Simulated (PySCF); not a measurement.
C2H2OS2, SMILES `C=O.S=C=S`.

Level of theory: r2SCAN/def2-TZVP (PySCF), at a geometry from GFN2-xTB. GFN2-xTB bond lengths at metals and heavier atoms can be off by up to 0.1 Å and shapes distorted, which carries into these values.

Geometry (Å), atoms numbered from 1:

```
C1      -2.8312   -0.2034    0.2209
O2      -1.8685   -0.5113   -0.4124
H3      -3.3846    0.7340    0.0466
H4      -3.2393   -0.8328    1.0289
S5       1.3644   -1.3665    0.0396
C6       1.0049    0.1390    0.0181
S7       0.6687    1.6525    0.0097
```

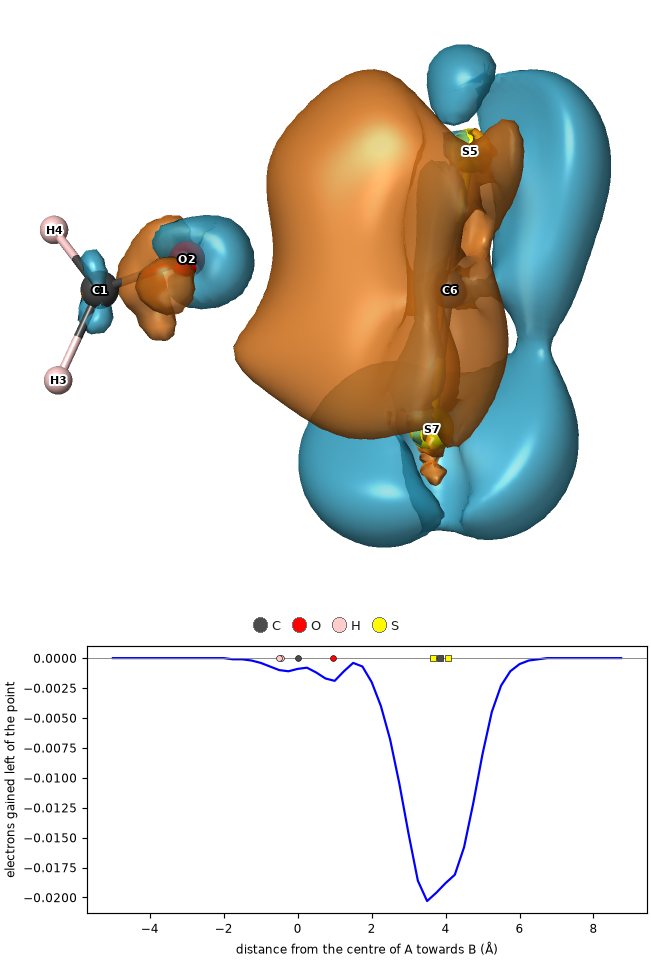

Density of the complex less the densities of the two fragments at the same geometry, ±0.001 e/Å³ (light blue: gain, orange: loss). Fragment A: H2CO (atoms 1–4); fragment B: CS2. Below: the charge-displacement curve along the line of centres (A on the left).

> How is the density rearranged on binding?

Hirshfeld charges show almost no net transfer (under 0.005 e). By Hirshfeld charges, electrons gather most on S7 (−0.014 e) and leave C6 most (+0.007 e); 0.04 e is displaced in all, which induces a dipole of 0.33 D.

> What is the interaction energy, and which contacts carry it?

The counterpoise-corrected interaction energy of the frozen fragments is +0.1 kcal/mol without dispersion correction and −0.3 kcal/mol with D3(BJ). The pair geometry is semi-empirical, not a minimum at this level. Contacts: O2···C6, 2.98 Å, ρ = 0.008 a.u., a bond path close to vanishing (ellipticity 4.0). The pose is a local one from a semi-empirical search, not shown to be the most stable.
